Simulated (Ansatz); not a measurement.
## Electronic structure of FGaH4O···H2O in real space

The calculation's input:

```
crystal:
  periodic: [false, false, false]
  atoms:
    - { symbol: Ga, position_ang: [-1.40534, 0.798564, -1.016472] }
    - { symbol: F, position_ang: [0.174865, 0.466349, -1.799061] }
    - { symbol: H, position_ang: [-2.494373, -0.259409, -1.414271] }
    - { symbol: H, position_ang: [-1.410701, 2.167144, -0.252169] }
    - { symbol: H, position_ang: [0.289935, -0.778358, 1.405989] }
    - { symbol: O, position_ang: [-0.669573, -0.880284, 1.560727] }
    - { symbol: H, position_ang: [1.834374, -0.206021, -0.571065] }
    - { symbol: O, position_ang: [2.203002, -0.239287, 0.3323] }
    - { symbol: H, position_ang: [-0.847102, -1.775852, 1.213802] }
    - { symbol: H, position_ang: [2.324913, 0.707256, 0.540319] }
basis:
  gaussian: { orbitals: def2-SVP }
hamiltonian:
  xc: pbe
  dispersion: d4
relax:
  f_tol: 0.03
  max_steps: 50
output:
  orbitals: {}
```

Command:

```sh
ansatz run input.yaml --threads 2 --pin off --max-ram 3072MiB --backend cpu --events-out ev --progress --plain --runs-dir out
```

The fields are those of the run's last geometry, not of the input's.

Method: Ansatz, RKS PBE-D4/def2-SVP.

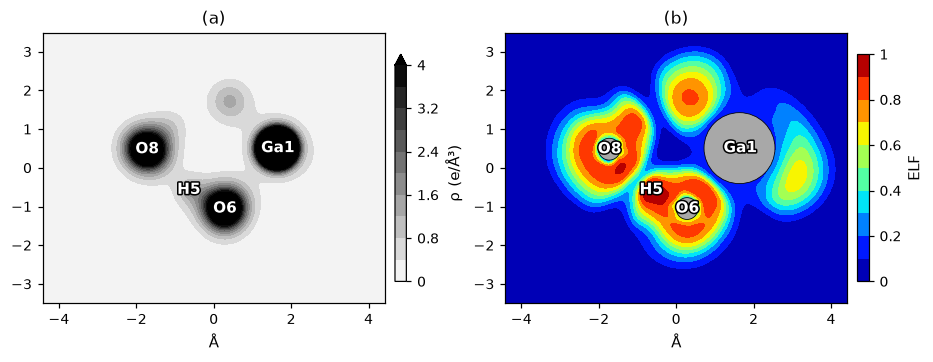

Figure 1. (a) total electron density; (b) electron localisation function on the plane of atoms Ga1, O6 and H5. Grey discs cover the atomic cores in the ELF map.

Describe what can be read from this map.

- Atoms in the plane: Ga, H and O.
- O8···H5 (1.51 Å): the density falls to about 0.53 e/Å³ on the way; the ELF climbs to about 0.90 towards the hydrogen, as it does in any bond to H; by its geometry a hydrogen bond between the two molecules, with no shared pair.
- Ga–O (2.07 Å): the density is about 0.46 e/Å³ at the midpoint; the ELF peaks at about 0.90 in the valence shell of O, 0.6 Å from its nucleus, and is about 0.20 at the midpoint.
- The ELF also peaks beside F2, away from the bonds: lone-pair regions.

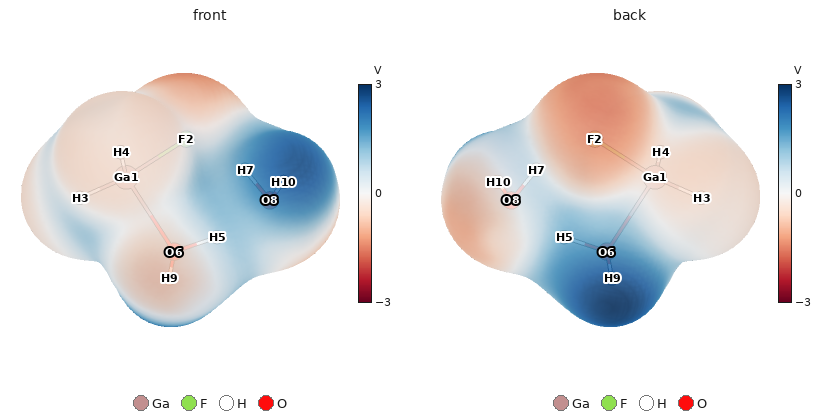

Figure 2. The molecular electrostatic potential painted on the density surface at 0.002 e/bohr³, seen from the front and from behind; red is negative and blue positive.

Which sites attract a positive test charge, and which a negative one?

A positive charge is drawn to the negative regions and a negative charge to the positive ones. The most negative region (about −1.4 V) lies over F2, the most positive (about +2.9 V) over H9.

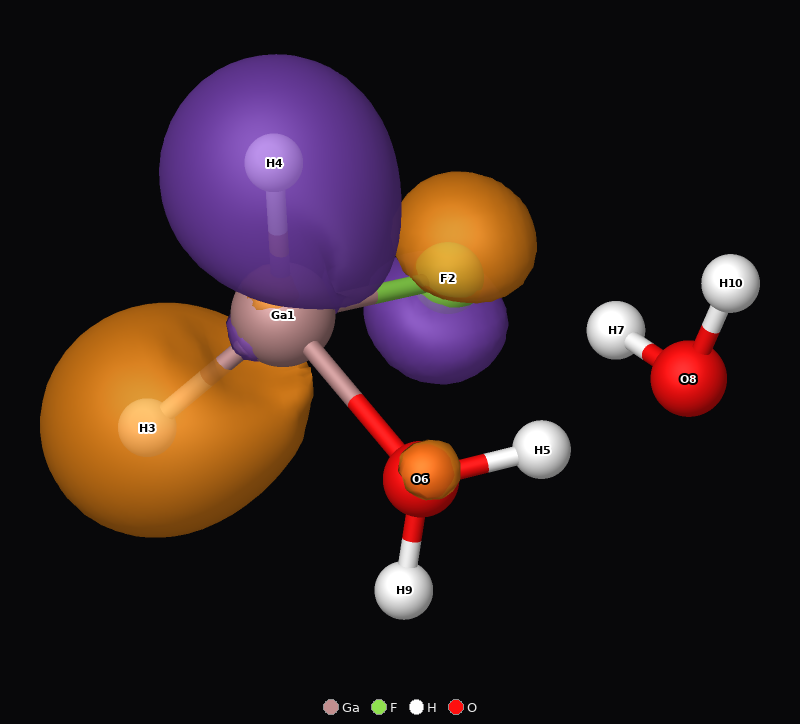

Figure 3. The HOMO at ±0.15 Å⁻³ᐟ² (orange and purple are the two phases), seen at a tilt.

Describe this orbital and give its energy.

By Hirshfeld shares it lies mainly on Ga1 (about 30 %), H4 (about 25 %), H3 (about 25 %) and F2 (about 20 %). Its energy is −6.79 eV.

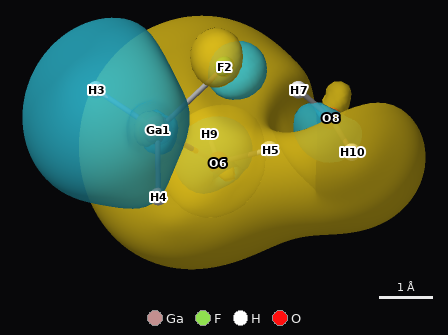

Figure 4. The LUMO at ±0.05 Å⁻³ᐟ² (yellow and cyan are the two phases), seen from one side.

Describe this orbital and give its energy.

It lies mainly on Ga1 (about 35 %), H9 (about 20 %) and O6 (about 15 %). Its energy is −0.48 eV.
